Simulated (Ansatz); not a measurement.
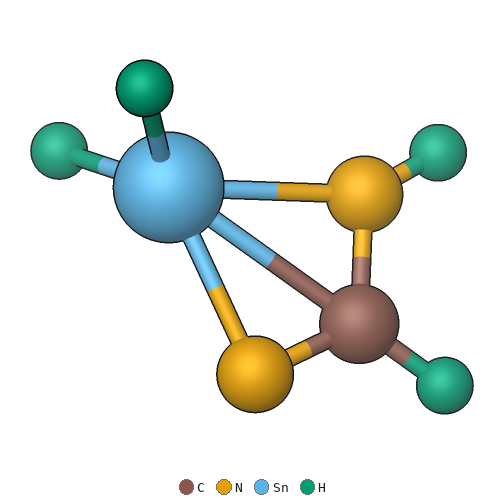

The computed structure is the end point of a PBE-D4/def2-SVP optimisation. No frequency run is at hand to confirm it as a minimum. Level of theory: RKS PBE-D4/def2-SVP, core potentials on Sn (Ansatz 0.2.0).

> Estimate the dispersion correction.

−16.5 kJ/mol.

> Estimate the dipole moment.

2.83 D.
